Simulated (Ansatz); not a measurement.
**BH3Br (doublet): one geometry, many settings at distance B1–H4 along a hydrogen transfer = 1.194 Å**

Aim: run BH3Br (doublet) at one geometry under a spread of methods and options, and see what each costs and gives.

Program: Ansatz 0.2.0, Gaussian basis. Level of theory: the settings change from run to run. These are calculated values, not measurements.

8 further runs of the same task are left out: 1 for a known fault of the program, 5 that didn't finish, 2 set aside as unsound or not needed.

### Step 1. What is computed

The geometry derives from fragments relaxed apart (PBE0/def2-TZVP) and kept rigid, so it is no stationary point. A hydrogen atom is moved between rigid fragments. No spin-orbit coupling is included. The filled d shell of Br may be among the frozen orbitals whatever the setting's name suggests; the logs give the count.

5 atoms, charge 0, spin multiplicity 2.

Atoms are counted from 1 here; the program's logs count them from 0.

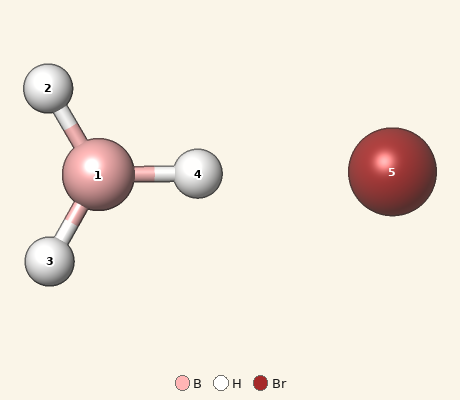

The structure; boron pink, hydrogen white, bromine red; atoms are numbered from 1 in the order of the file.

As a file:

| atom | x (Å) | y (Å) | z (Å) |
| --- | --- | --- | --- |
| B1 | -3.0150 | 0.0000 | 0.0000 |
| H2 | -3.6117 | 1.0336 | 0.0000 |
| H3 | -3.6117 | -1.0336 | 0.0000 |
| H4 | -1.8215 | 0.0000 | 0.0000 |
| Br5 | 0.5220 | 0.0000 | 0.0000 |

### Step 2. HF/STO-3G

The input, in.yaml:

```yaml
crystal:
  periodic: [false, false, false]
  atoms:
    - {symbol: B, position_ang: [-3.014978, 0.000000, 0.000000]}
    - {symbol: H, position_ang: [-3.611711, 1.033571, 0.000000]}
    - {symbol: H, position_ang: [-3.611711, -1.033571, 0.000000]}
    - {symbol: H, position_ang: [-1.821512, 0.000000, 0.000000]}
    - {symbol: Br, position_ang: [0.522022, 0.000000, 0.000000]}
basis:
  gaussian: {orbitals: STO-3G}
magnetization: {spin_polarized: false, initial_magnetization: 1}
hamiltonian: {xc: hf}
accuracy: high
output: {orbitals: {seedname: orbitals}}
```

The run is started by

```
$ ansatz run in.yaml --threads 1 --pin off --events-out ev --progress --plain --max-ram 2393MiB
```

The program printed:

```text
Functional definition: HF
  name "HF"
  cite "Fock, Z. Phys. 61, 126 (1930) doi:10.1007/BF01340294"
  parent pbe
  exchange = exact_x
  correlation = 0
324 factors; integrals over basis functions are off by at most 1.6e-8 eV
mean field evaluation 1: about -69947.9640 eV, gradient 1.5e1 eV
mean field evaluation 2: about -69947.9871 eV, gradient 1.5e1 eV
mean field evaluation 4: about -69952.3344 eV, gradient 1.4e0 eV
mean field evaluation 8: about -69952.3429 eV, gradient 6.3e-6 eV
mean field evaluation 16: about -69952.2739 eV, gradient 1.7e-1 eV
mean field evaluation 32: about -69952.2774 eV, gradient 1.5e-1 eV
mean field evaluation 64: about -69952.3328 eV, gradient 7.9e-1 eV
mean field -69952.34294333 eV, -2570.7011877663 hartree, gradient 5.5e-8 eV, S^2 0.750000; 3 other end points of the search recorded, 0 dependent functions left out
reference -69952.34294333 eV, -2570.7011877663 hartree; 22, 21 occupied and 4, 5 virtual orbitals, 324 factors
Total energy: -69952.34294333 eV, -2570.7011877663 hartree
```

It took 0.27 s on 1 thread of Intel Xeon 6975P-C, shared host.

### Step 3. CCSD on ROHF/cc-pVDZ

in.yaml, as its differences from that of step 2:

```diff
@@ -9,6 +9,5 @@
 basis:
-  gaussian: {orbitals: STO-3G}
+  gaussian: {orbitals: cc-pVDZ}
 magnetization: {spin_polarized: false, initial_magnetization: 1}
-hamiltonian: {xc: hf}
-accuracy: high
-output: {orbitals: {seedname: orbitals}}
+correlation: {method: ccsd, electrons: outside_noble_gas}
+scf: {lower_state_search: off}
```

Launched as before.

The program printed, shortened:

```text
Functional definition: HF
  name "HF"
  cite "Fock, Z. Phys. 61, 126 (1930) doi:10.1007/BF01340294"
  parent pbe
[...]
574 factors; integrals over basis functions are off by at most 1.2e-3 eV
[...]
mean field -70715.59172067 eV, -2598.7500629849 hartree, gradient 3.3e-6 eV, S^2 0.750000; 0 other end points of the search recorded, 0 dependent functions left out
15 core orbitals not correlated: weight in the atoms' cores, before any rotation towards them, 1.000 or more for the frozen orbitals, at most 0.000 for the correlated occupied ones
reference -70715.59172067 eV, -2598.7500629849 hartree; 7, 6 occupied and 34, 35 virtual orbitals, 574 factors
second order -5.17029781 eV of doubles, -0.06578764 eV of singles
cycle   1  -6.01938213 eV  change   -7.8e-1 eV  update   5.4e-2
[...]
cycle  10  -6.24841998 eV  change    1.1e-6 eV  update   7.8e-6
Total energy: -70721.84014064 eV, -2598.9796881837 hartree
Checks for a lower state left out: stability, starts, cluster_reference, orbital_swaps, neighbouring_geometries, increment
```

Run time: 0.72 s. Hardware: 1 thread of Intel Xeon 6975P-C, shared host.

From the report: correlation -6.2484 eV; T1 0.011; largest double amplitude 0.04.

### Step 4. HF/6-31G*

in.yaml, as its differences from that of step 3:

```diff
@@ -9,5 +9,5 @@
 basis:
-  gaussian: {orbitals: cc-pVDZ}
-magnetization: {spin_polarized: false, initial_magnetization: 1}
-correlation: {method: ccsd, electrons: outside_noble_gas}
-scf: {lower_state_search: off}
+  gaussian: {orbitals: "6-31G*"}
+magnetization: {spin_polarized: true, initial_magnetization: 1}
+hamiltonian: {xc: hf}
+output: {forces: true, orbitals: {seedname: orbitals}}
```

The command is unchanged.

The program printed, shortened:

```text
Functional definition: HF
  name "HF"
  cite "Fock, Z. Phys. 61, 126 (1930) doi:10.1007/BF01340294"
  parent pbe
[...]
566 factors; integrals over basis functions are off by at most 6.8e-4 eV
[...]
mean field -70708.04333447 eV, -2598.4726649085 hartree, gradient 6.3e-6 eV, S^2 0.757129; 5 other end points of the search recorded, 0 dependent functions left out
[...]
reference -70708.04333447 eV, -2598.4726649085 hartree; 22, 21 occupied and 34, 35 virtual orbitals, 566 factors
Total energy: -70708.04333447 eV, -2598.4726649085 hartree
Atom 0 at    -3.014978     0.000000     0.000000 Å, force    -0.322169    -0.000000    -0.000000 eV/Å
Atom 1 at    -3.611711     1.033571     0.000000 Å, force     0.142690    -0.124801    -0.000000 eV/Å
Atom 2 at    -3.611711    -1.033571     0.000000 Å, force     0.142690     0.124801     0.000000 eV/Å
Atom 3 at    -1.821512     0.000000     0.000000 Å, force    -0.410710     0.000000     0.000000 eV/Å
Atom 4 at     0.522022     0.000000     0.000000 Å, force     0.447500     0.000000    -0.000000 eV/Å
Dipole moment:    -0.107406    -0.000000     0.000000 e Å
```

It took 2.4 s on 1 thread of Intel Xeon 6975P-C, shared host.

From the report: ⟨S²⟩ of the determinant 0.757 (pure doublet: 0.75).

### Step 5. MP2 on ROHF/STO-3G

in.yaml, as its differences from that of step 4:

```diff
@@ -9,5 +9,6 @@
 basis:
-  gaussian: {orbitals: "6-31G*"}
-magnetization: {spin_polarized: true, initial_magnetization: 1}
-hamiltonian: {xc: hf}
-output: {forces: true, orbitals: {seedname: orbitals}}
+  gaussian: {orbitals: STO-3G}
+magnetization: {spin_polarized: false, initial_magnetization: 1}
+correlation: {method: mp2, electrons: outside_noble_gas}
+accuracy: high
+output: {forces: true}
```

Launched as before.

The program printed, shortened:

```text
Functional definition: HF
  name "HF"
  cite "Fock, Z. Phys. 61, 126 (1930) doi:10.1007/BF01340294"
  parent pbe
[...]
324 factors; integrals over basis functions are off by at most 1.6e-8 eV
[...]
mean field -69952.34294333 eV, -2570.7011877663 hartree, gradient 5.5e-8 eV, S^2 0.750000; 13 other end points of the search recorded, 0 dependent functions left out
[...]
15 core orbitals not correlated: weight in the atoms' cores, before any rotation towards them, 1.000 or more for the frozen orbitals, at most 0.000 for the correlated occupied ones
reference -69952.34294333 eV, -2570.7011877663 hartree; 7, 6 occupied and 4, 5 virtual orbitals, 324 factors
second order -0.99879685 eV of doubles, -0.00075078 eV of singles
[...]
Total energy: -69953.34249096 eV, -2570.7379204642 hartree
Atom 0 at    -3.014978     0.000000     0.000000 Å, force    -0.210001     0.000000     0.000000 eV/Å
Atom 1 at    -3.611711     1.033571     0.000000 Å, force     0.327773    -0.531339     0.000000 eV/Å
Atom 2 at    -3.611711    -1.033571     0.000000 Å, force     0.327773     0.531339    -0.000000 eV/Å
Atom 3 at    -1.821512     0.000000     0.000000 Å, force    -0.887641    -0.000000     0.000000 eV/Å
Atom 4 at     0.522022     0.000000     0.000000 Å, force     0.442095     0.000000    -0.000000 eV/Å
Dipole moment:    -0.027563    -0.000000     0.000000 e Å
```

Wall time 1 s (1 thread of Intel Xeon 6975P-C, shared host).

### Step 6. MP2 on ROHF/def2-SVP

in.yaml, as its differences from that of step 5:

```diff
@@ -9,6 +9,5 @@
 basis:
-  gaussian: {orbitals: STO-3G}
+  gaussian: {orbitals: def2-SVP}
 magnetization: {spin_polarized: false, initial_magnetization: 1}
-correlation: {method: mp2, electrons: outside_noble_gas}
-accuracy: high
-output: {forces: true}
+hamiltonian: {pseudopotentials: {relativity: scalar}}
+correlation: {method: mp2, electrons: valence}
```

The command is unchanged.

The program printed, shortened:

```text
Functional definition: HF
  name "HF"
  cite "Fock, Z. Phys. 61, 126 (1930) doi:10.1007/BF01340294"
  parent pbe
[...]
603 factors; integrals over basis functions are off by at most 1.4e-3 eV
[...]
mean field -71379.16257929 eV, -2623.1358422548 hartree, gradient 6.0e-6 eV, S^2 0.750000; 13 other end points of the search recorded, 0 dependent functions left out
[...]
10 core orbitals not correlated: weight in the atoms' cores, before any rotation towards them, 1.000 or more for the frozen orbitals, at most 0.000 for the correlated occupied ones
reference -71379.16257929 eV, -2623.1358422548 hartree; 12, 11 occupied and 39, 40 virtual orbitals, 603 factors
second order -8.26902899 eV of doubles, -0.06891609 eV of singles
Total energy: -71387.50052437 eV, -2623.4422560850 hartree
Relativity: scalar
```

Run time: 3.5 s. Hardware: 1 thread of Intel Xeon 6975P-C, shared host.

### Step 7. HF/cc-pVDZ

in.yaml, as its differences from that of step 6:

```diff
@@ -9,5 +9,5 @@
 basis:
-  gaussian: {orbitals: def2-SVP}
+  gaussian: {orbitals: cc-pVDZ}
 magnetization: {spin_polarized: false, initial_magnetization: 1}
-hamiltonian: {pseudopotentials: {relativity: scalar}}
-correlation: {method: mp2, electrons: valence}
+hamiltonian: {xc: hf}
+output: {forces: true, orbitals: {seedname: orbitals}}
```

The command is unchanged.

The program printed, shortened:

```text
Functional definition: HF
  name "HF"
  cite "Fock, Z. Phys. 61, 126 (1930) doi:10.1007/BF01340294"
  parent pbe
[...]
574 factors; integrals over basis functions are off by at most 1.2e-3 eV
[...]
mean field -70715.59172067 eV, -2598.7500629849 hartree, gradient 6.0e-6 eV, S^2 0.750000; 3 other end points of the search recorded, 0 dependent functions left out
[...]
reference -70715.59172067 eV, -2598.7500629849 hartree; 22, 21 occupied and 34, 35 virtual orbitals, 574 factors
Total energy: -70715.59172067 eV, -2598.7500629849 hartree
Atom 0 at    -3.014978     0.000000     0.000000 Å, force    -0.266474     0.000000     0.000000 eV/Å
Atom 1 at    -3.611711     1.033571     0.000000 Å, force     0.001254     0.106473    -0.000000 eV/Å
Atom 2 at    -3.611711    -1.033571     0.000000 Å, force     0.001254    -0.106473     0.000000 eV/Å
Atom 3 at    -1.821512     0.000000     0.000000 Å, force    -0.213917    -0.000000    -0.000000 eV/Å
Atom 4 at     0.522022     0.000000     0.000000 Å, force     0.477883    -0.000000    -0.000000 eV/Å
Dipole moment:    -0.093339    -0.000000    -0.000000 e Å
```

It took 1.1 s on 1 thread of Intel Xeon 6975P-C, shared host.

### Step 8. CCSD(T) on ROHF/6-31G

in.yaml, as its differences from that of step 7:

```diff
@@ -9,5 +9,5 @@
 basis:
-  gaussian: {orbitals: cc-pVDZ}
+  gaussian: {orbitals: 6-31G}
 magnetization: {spin_polarized: false, initial_magnetization: 1}
-hamiltonian: {xc: hf}
-output: {forces: true, orbitals: {seedname: orbitals}}
+correlation: {method: ccsd_t, electrons: outside_noble_gas, diis_vectors: 2}
+accuracy: high
```

Same command.

The program printed, shortened:

```text
Functional definition: HF
  name "HF"
  cite "Fock, Z. Phys. 61, 126 (1930) doi:10.1007/BF01340294"
  parent pbe
[...]
775 factors; integrals over basis functions are off by at most 4.1e-9 eV
[...]
mean field -70706.36488870 eV, -2598.4109831643 hartree, gradient 3.8e-8 eV, S^2 0.750000; 13 other end points of the search recorded, 0 dependent functions left out
[...]
determinant -70706.36488870 eV, -2598.4109831643 hartree, with singles and doubles -70709.22448462 eV, -2598.5160713760 hartree
determinant -70706.08710470 eV, -2598.4007747905 hartree, with singles and doubles -70708.89341998 eV, -2598.5039049747 hartree
determinant -70706.07518388 eV, -2598.4003367085 hartree, with singles and doubles -70708.88075206 eV, -2598.5034394374 hartree
determinant -70706.36488870 eV, -2598.4109831643 hartree, with singles and doubles -70709.24023457 eV, -2598.5166501759 hartree
determinant -70706.08710470 eV, -2598.4007747905 hartree, with singles and doubles -70708.90915963 eV, -2598.5044833963 hartree
determinant -70706.07518388 eV, -2598.4003367085 hartree, with singles and doubles -70708.89658864 eV, -2598.5040214209 hartree
15 core orbitals not correlated: weight in the atoms' cores, before any rotation towards them, 1.000 or more for the frozen orbitals, at most 0.000 for the correlated occupied ones
reference -70706.36488870 eV, -2598.4109831643 hartree; 7, 6 occupied and 22, 23 virtual orbitals, 775 factors
second order -2.24867364 eV of doubles, -0.01840206 eV of singles
cycle   1  -2.87534514 eV  change    7.3e-7 eV  update   3.6e-6
[...]
cycle  15  -2.87534406 eV  change   3.6e-10 eV  update   1.4e-9
perturbative correction -0.03546380 eV, -0.0013032708 hartree
Total energy: -70709.27569657 eV, -2598.5179533803 hartree
```

Run time: 4.5 s. Hardware: 1 thread of Intel Xeon 6975P-C, shared host.

From the report: correlation -2.9108 eV; T1 0.010; largest double amplitude 0.05.

### Step 9. CCSD/cc-pVDZ

in.yaml, as its differences from that of step 8:

```diff
@@ -9,5 +9,6 @@
 basis:
-  gaussian: {orbitals: 6-31G}
+  gaussian: {orbitals: cc-pVDZ}
 magnetization: {spin_polarized: false, initial_magnetization: 1}
-correlation: {method: ccsd_t, electrons: outside_noble_gas, diis_vectors: 2}
-accuracy: high
+hamiltonian: {xc: {name: r2SCAN}}
+correlation: {method: ccsd, electrons: valence}
+scf: {omitted_lower_state_checks: [cluster_reference]}
```

Same command.

The program printed, shortened:

```text
Functional definition: r2SCAN
  name "r2SCAN"
  cite "Furness, Kaplan, Ning, Perdew & Sun, J. Phys. Chem. Lett. 11, 8208 (2020) doi:10.1021/acs.jpclett.0c02405"
  cite "Furness, Kaplan, Ning, Perdew & Sun, J. Phys. Chem. Lett. 11, 9248 (2020) doi:10.1021/acs.jpclett.0c03077"
  parent r2scan
[...]
574 factors; integrals over basis functions are off by at most 1.2e-3 eV
[...]
mean field -70767.11029697 eV, -2600.6433357434 hartree, gradient 4.8e-6 eV, S^2 0.750000; 13 other end points of the search recorded, 0 dependent functions left out
10 core orbitals not correlated: weight in the atoms' cores, before any rotation towards them, 1.000 or more for the frozen orbitals, at most 0.000 for the correlated occupied ones
reference -70715.13459145 eV, -2598.7332637958 hartree; 12, 11 occupied and 34, 35 virtual orbitals, 574 factors
second order -5.71045947 eV of doubles, -0.37051870 eV of singles
cycle   1  -6.71737688 eV  change   -6.4e-1 eV  update   5.3e-2
[...]
cycle   9  -6.96522531 eV  change    1.1e-5 eV  update   2.6e-5
Total energy: -70722.09981676 eV, -2598.9892311049 hartree
Checks for a lower state left out: cluster_reference
```

Wall time 11 s (1 thread of Intel Xeon 6975P-C, shared host).

From the report: correlation -6.9652 eV; T1 0.023; largest double amplitude 0.04. The orbitals are Kohn-Sham ones, so correlation energy and T1 don't compare with those on Hartree-Fock orbitals.

### Step 10. All runs side by side

Where basis and cores are those of an earlier UCCSDT(Q)/cc-pVDZ run (-70721.9390 eV), and the state is the same kind, the miss against it is given.

| level | correlated | functions | energy (eV) | from UCCSDT(Q) (meV) | time |
| --- | --- | --- | --- | --- | --- |
| HF/STO-3G |  | 26 | -69952.3429 |  | 0.27 s |
| CCSD on ROHF/cc-pVDZ | outside noble gas | 56 | -70721.8401 | 98.9 | 0.72 s |
| HF/6-31G* |  | 56 | -70708.0433 |  | 2.4 s |
| MP2 on ROHF/STO-3G | outside noble gas | 26 | -69953.3425 |  | 1 s |
| MP2 on ROHF/def2-SVP (relativity set) | valence | 61 | -71387.5005 |  | 3.5 s |
| HF/cc-pVDZ |  | 56 | -70715.5917 | 6347.3 | 1.1 s |
| CCSD(T) on ROHF/6-31G | outside noble gas | 44 | -70709.2757 |  | 4.5 s |
| CCSD/cc-pVDZ (on r2SCAN orbitals) | valence | 56 | -70722.0998 |  | 11 s |

### Step 11. Outcome

```
quantity                                    value
    runs                                        8
quickest                        HF/STO-3G, 0.27 s
 slowest  CCSD/cc-pVDZ (on r2SCAN orbitals), 11 s
```

**Reading.** Total energies in different bases, with other cores or another treatment of relativity can't be set against each other. CCSD/cc-pVDZ (on r2SCAN orbitals) took 41 times as long as HF/STO-3G; the jobs differ in more than the method. Hartree-Fock, CASSCF and CASCI lack dynamic correlation by design.
